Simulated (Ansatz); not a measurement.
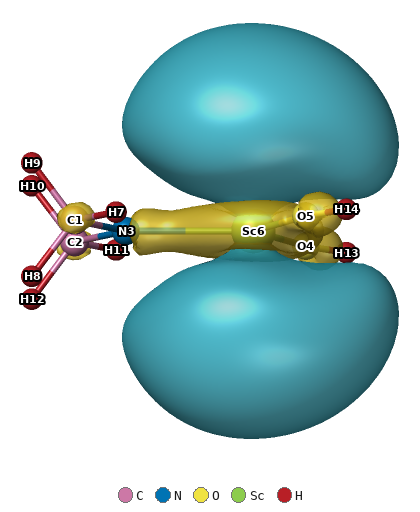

*C$_{2}$H$_{8}$NO$_{2}$Sc (SMILES C[N](C)[Sc]([OH])[OH]). The LUMO at ±0.05 Å⁻³ᐟ² (yellow and cyan are the two phases), seen from one side.*

Geometry: PBE0-D4/def2-SVP.

All numbers below come from isolated molecule in a Gaussian basis; Kohn-Sham density functional theory, functional PBE0 in Ansatz.

```xyz
14

C     0.7888    2.8767    0.9689
C    -0.9991    2.0976    2.3617
N    -0.4135    2.0927    1.0488
O    -2.7524    0.1576   -0.1457
O    -0.2468    1.2488   -2.0982
Sc   -1.1839    1.1072   -0.4911
H     1.2059    2.8472   -0.0516
H     1.5794    2.5136    1.6604
H     0.6178    3.9443    1.2260
H    -1.2747    3.1196    2.7002
H    -1.9169    1.4864    2.3809
H    -0.3129    1.6891    3.1344
H    -3.5337   -0.3893   -0.2172
H     0.0465    1.1706   -3.0051
```

> What is the character of this orbital?

It lies mainly on Sc6 (about 85 %). Its energy is −1.20 eV.
